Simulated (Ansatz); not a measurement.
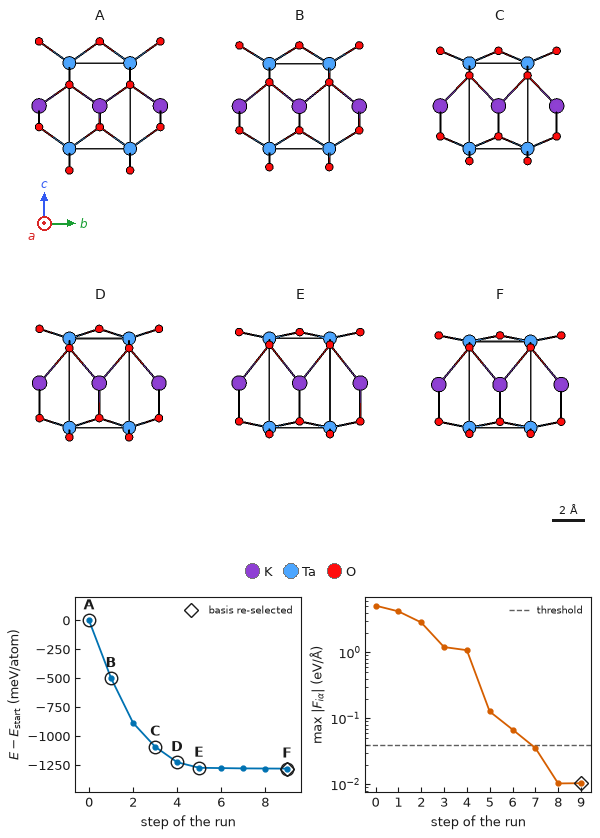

Frames of a relaxation of crystalline KTaO2 (a generated structure, set up in P-4m2) (coarse preliminary run), marked on the history of the run. The picture is a ball-and-stick view of the cell of the calculation, seen along the a axis.

These are results of DFT PBE, scalar-relativistic, plane waves, PAW in Ansatz, not measurements. Set-up: plane-wave cutoff 420 eV; k-point mesh 4 × 4 × 4; occupations gaussian; smearing width 0.1 eV; collinear spin; cell and atoms relaxed; force threshold 0.04 eV/Å; at most 70 steps.

**What happens along the run?**

After 8 accepted moves (9 points after the start) the energy has fallen by 1279 meV per atom. The largest force component goes from 5.1 to 0.01 eV/Å. Pressure: −10.10 GPa at the start and −0.15 GPa at the end. At 1 point the geometry stayed and the basis and grid were re-selected for the new cell (energy shift of 1.0 meV per atom at most each time). The largest moves relative to the cell, 0.99 Å, are those of O atoms. Ta and K stay in place. Cell: a = b 3.802 → 3.835 Å (+0.9 %), c 5.366 → 5.403 Å (+0.7 %). Volume +2.4 %. Among the contacts that change: K–O 2.318 → 3.013 Å, O–Ta 2.336 → 1.954 Å. Bond angles that change, for instance: Ta–O–Ta 108.9° → 157.8°, O–Ta–O 108.9° → 157.8°, O–K–O 110.2° → 79.0°. The space group stays P-4m2 (No. 115). The program noted that the starting moments weren't kept. Cost: 2.5 min on 1 thread of Intel(R) Xeon(R) Processor @ 2.50GHz (Skylake/Cascade Lake), with other jobs on the host, peak memory 0.41 GiB. From step 0 to 1: O atoms move most (0.19 Å), volume −3.5 %, energy −498 meV per atom. From step 1 to 3: O atoms move most (0.39 Å), volume −4.9 %, energy −592 meV per atom. From step 3 to 4: O atoms move most (0.20 Å), volume +9.9 %, energy −134 meV per atom. From step 4 to 5: O atoms move most (0.20 Å), volume +3.0 %, energy −48.2 meV per atom. From step 5 to 9: volume −1.4 %, energy −7.2 meV per atom.
